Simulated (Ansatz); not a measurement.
# CH3F3SZr: single-point calculation

CH3F3SZr, computed with RKS PBE0-D4/def2-TZVPP (Ansatz 0.2.0).

The geometry comes from this level: PBE0-D4/def2-TZVP.

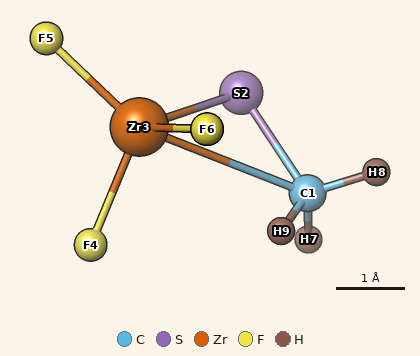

Figure 1. The structure (ball-and-stick view, seen at a tilt; atoms are numbered from 1 in the order of the input). Sticks mark near contacts. Bond lengths as drawn: C–H 1.09 to 1.10 Å, C–S 1.83 Å, C–Zr 3.00 Å, F–Zr 1.89 to 1.90 Å and S–Zr 2.41 Å.

**The input**
```yaml
crystal:
  periodic: [false, false, false]
  atoms:
    - {symbol: C, position_ang: [0.153873, -1.305603, 0.784699]}
    - {symbol: S, position_ang: [1.421194, -0.648194, -0.357984]}
    - {symbol: Zr, position_ang: [-0.021413, 1.228785, -0.807105]}
    - {symbol: F, position_ang: [-1.669265, 0.570188, -1.487049]}
    - {symbol: F, position_ang: [0.819384, 2.386644, -2.046813]}
    - {symbol: F, position_ang: [-0.379475, 2.118330, 0.833645]}
    - {symbol: H, position_ang: [-0.166539, -2.283441, 0.429793]}
    - {symbol: H, position_ang: [0.586738, -1.387123, 1.780074]}
    - {symbol: H, position_ang: [-0.744497, -0.679586, 0.870750]}
basis:
  gaussian: {orbitals: def2-TZVPP}
hamiltonian: {xc: pbe0, dispersion: d4}
output: {orbitals: {seedname: orbitals}}
```

Hardware: 4 threads of Arm Neoverse V2, 23 GiB of memory available, shared host.

Launch command:
```bash
ansatz run in.yaml --threads 4 --pin off --events-out ev --progress --plain --max-ram 11315MiB
```

**Log**
```
Functional definition: PBE0
  name "PBE0"
  cite "Adamo & Barone, J. Chem. Phys. 110, 6158 (1999) doi:10.1063/1.478522"
  cite "Perdew, Burke & Ernzerhof, Phys. Rev. Lett. 77, 3865 (1996) doi:10.1103/PhysRevLett.77.3865"
  parent pbe
  parameter a = 0.25
  parameter kappa = 0.804
  parameter beta = 0.06672455060314922
  exchange = (1 - a)*pbe_x(kappa = kappa, mu = beta*pi^2/3) + a*exact_x
  correlation = pbe_c(beta = beta)
1530 factors; their error is unknown
mean field evaluation 1: about -21342.7732 eV, gradient 7.5e1 eV
mean field evaluation 2: about -21311.3713 eV, gradient 1.6e2 eV
mean field evaluation 4: about -21351.9730 eV, gradient 7.1e0 eV
mean field evaluation 8: about -21352.0776 eV, gradient 2.0e-1 eV
mean field evaluation 16: about -21352.1399 eV, gradient 2.3e-4 eV
mean field -21352.13990030 eV, -784.6766683358 hartree, gradient 5.6e-5 eV, S^2 0.000000; 0 other end points of the search recorded, 0 dependent functions left out
reference -21352.13995570 eV, -784.6766703715 hartree; 32, 32 occupied and 232, 232 virtual orbitals, 1530 factors
Total energy: -21352.32762479 eV, -784.6835670836 hartree
```

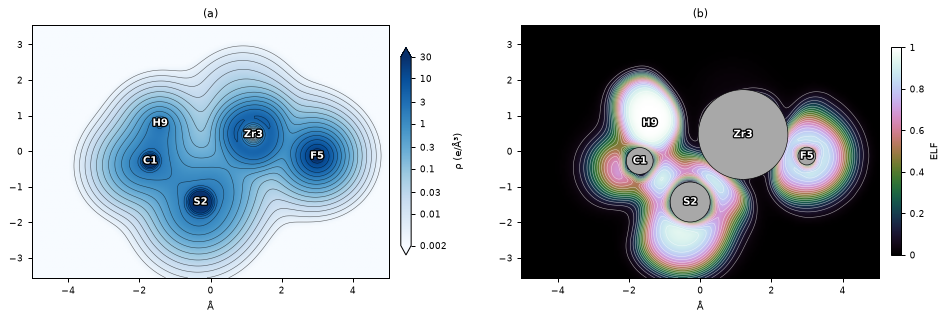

Figure 2. (a) electron density; (b) electron localisation function on the plane of atoms S2, C1 and H9. Grey discs, where drawn, cover atomic cores. The section cuts through C, S, Zr, F and H sites. C–S (1.83 Å): ρ at the midpoint is about 1.2 e/Å³; the ELF peaks at about 0.90 between the atoms (a shared electron pair).

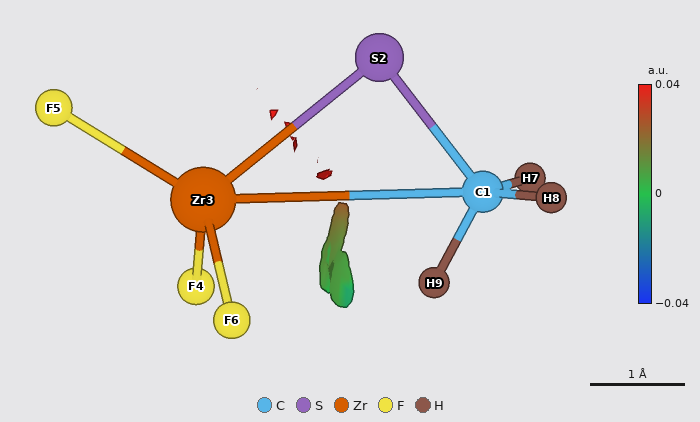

Figure 3. Non-covalent interaction (NCI) plot: the surface where the reduced density gradient is 0.5, for densities under 0.05 a.u., coloured by sign(λ₂)ρ; seen face on. Between H9 on one side and Zr3 on the other: a weak, van der Waals-like contact (green) (×2).

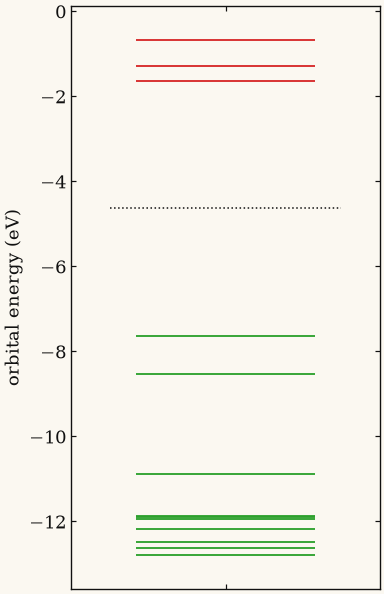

Figure 4. Orbital energies near the frontier; the dotted line parts filled from empty levels, and levels within 0.02 eV of each other stand side by side. Highest filled −7.64 eV, lowest empty −1.63 eV, 6.01 eV apart.

**Key numbers**

| quantity | value |
| --- | --- |
| outcome | converged |
| total energy | −21352.3276 eV |
| mean-field energy | −21352.1400 eV |
| dispersion energy | −0.1877 eV |
| SCF solution under orbital rotations | stable |
| HOMO | −7.64 eV |
| LUMO | −1.63 eV |
| wall time | 4 s (CPU time 15 s) |
| peak memory | 0.75 GiB |
